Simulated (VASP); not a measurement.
Band structure of La₃Al (space group Pm-3m). Level of theory: PBEsol GGA, VASP's PBE PAW potentials (set 64) (plane waves; VASP 6.6.1).

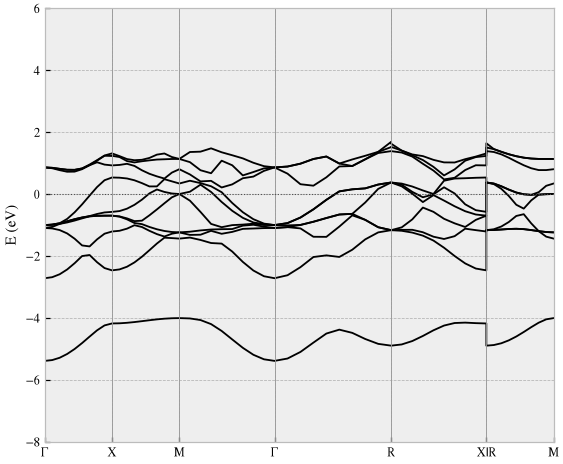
Fig. 1. Bands along high-symmetry lines, zero at the valence-band maximum or, without a gap, the Fermi level

Task: Read the plot: is there a gap, and where are the band edges?

Result: It has no gap at this level: it comes out as a metal or semimetal.

The structure comes from a computed database's La3Al entry; how it stands against other phases isn't given here. The cell was not relaxed at this level.
